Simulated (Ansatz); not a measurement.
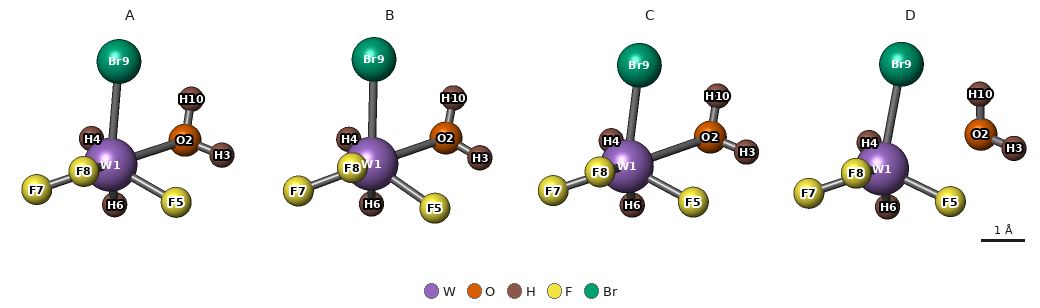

4 geometries from one relaxation of WH4OBrF3, in shuffled order. A ball-and-stick model, seen at a tilt.

The run prepares an end point of a later path (reaction) calculation, from a guessed geometry.

Theory: Ansatz 0.2.0, RKS B3LYP-D4/def2-SVP. Set-up: no spin polarisation; force threshold 0.03 eV/Å; at most 50 steps.

Q: Order the frames from highest to lowest energy.

A: D, C, A, B. They are steps 0, 2, 3, 11, at +10.2 kcal/mol, +5.14 kcal/mol, +1.85 kcal/mol relative to the last. Over 11 geometry steps the energy falls by 10.2 kcal/mol. Largest force component: 0.82 eV/Å at the start, 0.018 eV/Å at the end. The largest move after the best rigid fit is that of O2, 0.57 Å. Largest moves by element: O 0.57 Å, H 0.47 Å, F 0.42 Å, W 0.30 Å, Br 0.24 Å. Some distances before and after: W1–O2 3.128 → 2.274 Å, W1–H3 3.482 → 2.777 Å, W1–H10 3.358 → 2.839 Å, W1–F5 1.852 → 1.894 Å. New bonds form, among them: W1–O2 (3.13 → 2.27 Å). Bond angles that change, for instance: F5–W1–Br9 103.5° → 120.5°, F5–W1–F7 136.1° → 124.2°, H4–W1–F5 120.8° → 130.3°. The run took 53 s on 4 threads of Arm Neoverse V1 (shared host), peak memory 0.46 GiB.

Limits of the set-up: the start holds two separate molecules, 2.7 Å apart at their closest, whose relative position is a soft coordinate.
